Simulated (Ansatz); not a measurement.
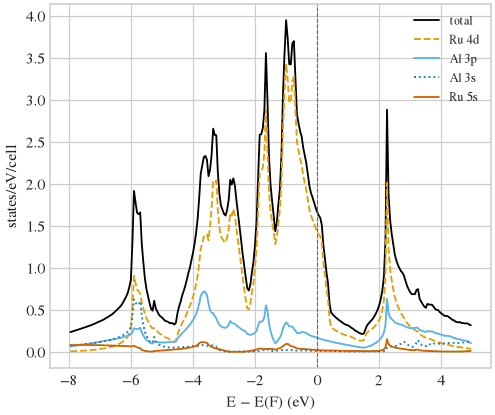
Figure. Total and projected density of states of AlRu (CsCl type, space group No. 221), DFT-PBE in the program Ansatz with PAW potentials

Question: Which orbitals carry the states next to the Fermi level?

Answer: Within 0.5 eV of the Fermi level: Ru 4d 84 %, Al 3p 11 %. Projections are on Löwdin-orthogonalised atomic valence shells; empty p or d shells of many metals are not among them.

Question: Where is the tallest occupied peak in this window, and what makes it?

Answer: Near -1.0 eV, about 3.9 states/eV per cell; the largest projected share is Ru 4d.

Space group Pm-3m (CsCl type). Symmetry was held in the PBE relaxation. The run is not spin-polarised. Scalar-relativistic: spin–orbit coupling is off unless named, which matters more the heavier the elements.

Potentials: the later of the program's two PAW sets.
